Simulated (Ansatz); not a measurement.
Run report: Si₄H₁₁ClF₂, single-point calculation

- system: Si₄H₁₁ClF₂
- method: RKS PBE0-D4/def2-TZVPP (Ansatz 0.2.0)

The geometry is the product side of a reaction. The geometry comes from this level: PBE0-D4/def2-TZVP.

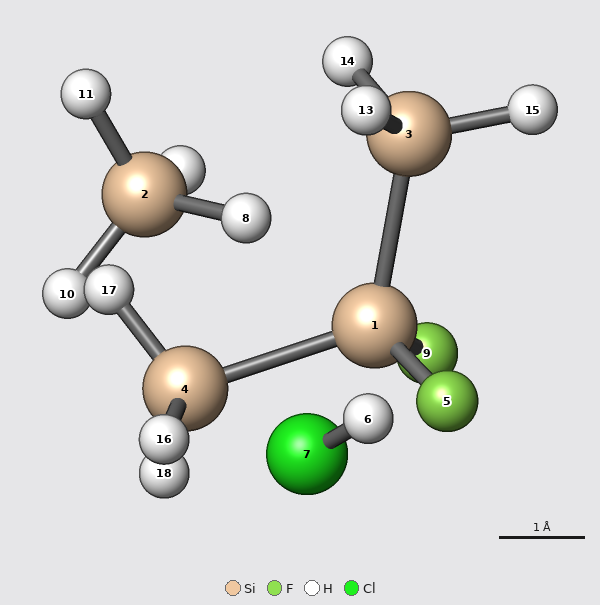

Figure 1. The structure (ball-and-stick view, seen at a tilt; atoms are numbered from 1 in the order of the input).

Results in brief:

```json
{"quantity": "outcome", "value": "converged"}
{"quantity": "total energy", "value": "−49630.5794 eV"}
{"quantity": "mean-field energy", "value": "−49630.1475 eV"}
{"quantity": "dispersion energy", "value": "−0.4319 eV"}
{"quantity": "SCF solution under orbital rotations", "value": "stable"}
{"quantity": "HOMO", "value": "−8.04 eV"}
{"quantity": "LUMO", "value": "−1.15 eV"}
{"quantity": "hardware", "value": "4 CPU threads, shared host"}
{"quantity": "wall time", "value": "7.5 s (CPU time 7.5 s)"}
{"quantity": "peak memory", "value": "1.1 GiB"}
```

Input:
```yaml
crystal:
  periodic: [false, false, false]
  atoms:
    - {symbol: Si, position_ang: [0.100066, 0.173756, -1.768031]}
    - {symbol: Si, position_ang: [0.114911, 0.004079, 2.705964]}
    - {symbol: Si, position_ang: [1.794492, -1.450023, -1.645901]}
    - {symbol: Si, position_ang: [-1.959306, -0.319138, -0.733145]}
    - {symbol: F, position_ang: [-0.178848, 0.493106, -3.310892]}
    - {symbol: H, position_ang: [0.122910, 2.846543, 0.275710]}
    - {symbol: Cl, position_ang: [-0.405119, 3.428399, 1.292555]}
    - {symbol: H, position_ang: [0.533654, 0.174011, 1.290098]}
    - {symbol: F, position_ang: [0.677838, 1.555903, -1.164971]}
    - {symbol: H, position_ang: [-1.314975, 0.370149, 2.843988]}
    - {symbol: H, position_ang: [0.299829, -1.423202, 3.076286]}
    - {symbol: H, position_ang: [0.958381, 0.861109, 3.572881]}
    - {symbol: H, position_ang: [1.281526, -2.698815, -2.269136]}
    - {symbol: H, position_ang: [2.126821, -1.715045, -0.222757]}
    - {symbol: H, position_ang: [3.004983, -0.986771, -2.372511]}
    - {symbol: H, position_ang: [-2.884253, -0.859253, -1.763934]}
    - {symbol: H, position_ang: [-1.738567, -1.356884, 0.308223]}
    - {symbol: H, position_ang: [-2.534147, 0.902179, -0.114528]}
basis:
  gaussian: {orbitals: def2-TZVPP}
hamiltonian: {xc: pbe0, dispersion: d4}
output: {orbitals: {seedname: orbitals}}
```

Command:
```bash
ansatz run in.yaml --threads 4 --pin off --events-out ev --progress --plain --max-ram 66560MiB --backend cuda --devices 0, --max-vram 37GiB
```

The program's output:
```
Functional definition: PBE0
  name "PBE0"
  cite "Adamo & Barone, J. Chem. Phys. 110, 6158 (1999) doi:10.1063/1.478522"
  cite "Perdew, Burke & Ernzerhof, Phys. Rev. Lett. 77, 3865 (1996) doi:10.1103/PhysRevLett.77.3865"
  parent pbe
  parameter a = 0.25
  parameter kappa = 0.804
  parameter beta = 0.06672455060314922
  exchange = (1 - a)*pbe_x(kappa = kappa, mu = beta*pi^2/3) + a*exact_x
  correlation = pbe_c(beta = beta)
2450 factors; their error is unknown
mean field evaluation 1: about -49627.1541 eV, gradient 4.3e1 eV
mean field evaluation 2: about -49624.5413 eV, gradient 6.4e1 eV
mean field evaluation 4: about -49630.0242 eV, gradient 1.6e0 eV
mean field evaluation 8: about -49630.0315 eV, gradient 1.8e-1 eV
mean field evaluation 16: about -49630.1475 eV, gradient 1.3e-4 eV
mean field -49630.14745318 eV, -1823.8742783823 hartree, gradient 1.7e-5 eV, S^2 0.000000; 0 other end points of the search recorded, 0 dependent functions left out
reference -49630.14750121 eV, -1823.8742801473 hartree; 51, 51 occupied and 375, 375 virtual orbitals, 2450 factors
Total energy: -49630.57936599 eV, -1823.8901508851 hartree
```

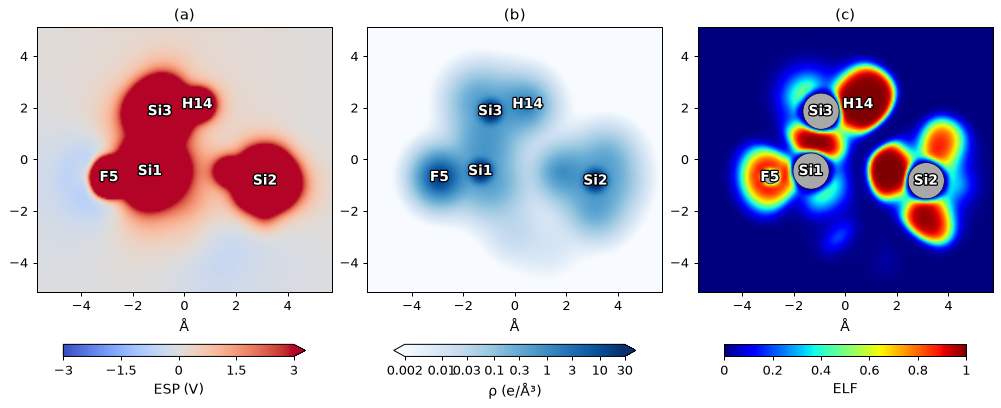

Figure 2. (a) molecular electrostatic potential; (b) total electron density; (c) ELF on the plane of atoms Si3, Si1 and F5. Grey discs, where drawn, cover atomic cores. The section cuts through Si, F and H sites. Si–Si (2.35 Å): ρ at the midpoint is about 0.66 e/Å³; the ELF peaks at about 1 between the atoms, which marks localised, shared-pair bonding.

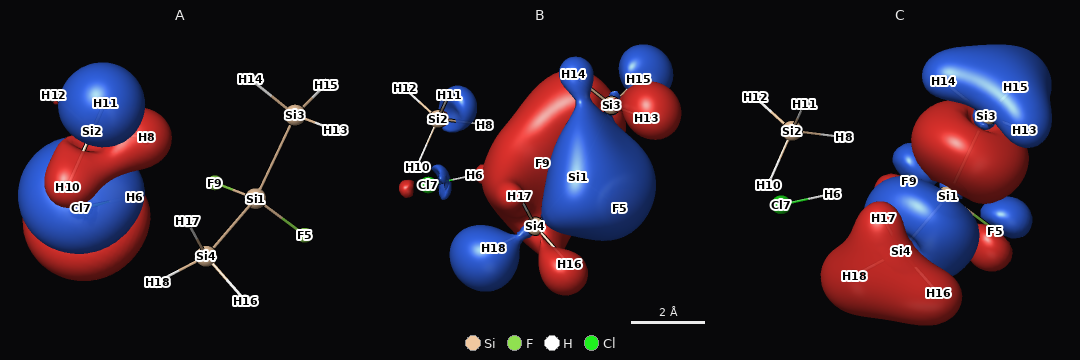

Figure 3. Three frontier orbitals at ±0.06 Å⁻³ᐟ² (blue and red are the two phases). A is the HOMO−1 (−9.16 eV). C is the HOMO (−8.04 eV). It lies mainly on Si1 (30 %), Si3 (25 %) and Si4 (25 %). B is the LUMO (−1.15 eV). By Hirshfeld shares it lies mainly on Si1 (35 %), Si4 (20 %) and Si3 (15 %). The HOMO–LUMO gap is 6.89 eV between the orbital energies.

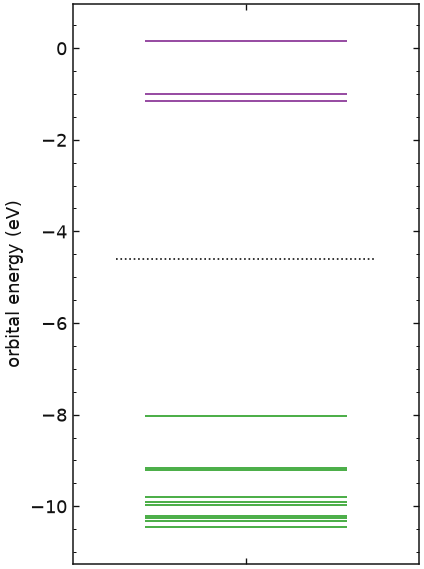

Figure 4. Orbital energies near the frontier; the dotted line parts filled from empty levels, and levels within 0.02 eV of each other stand side by side. Highest filled −8.04 eV, lowest empty −1.15 eV, 6.89 eV apart.
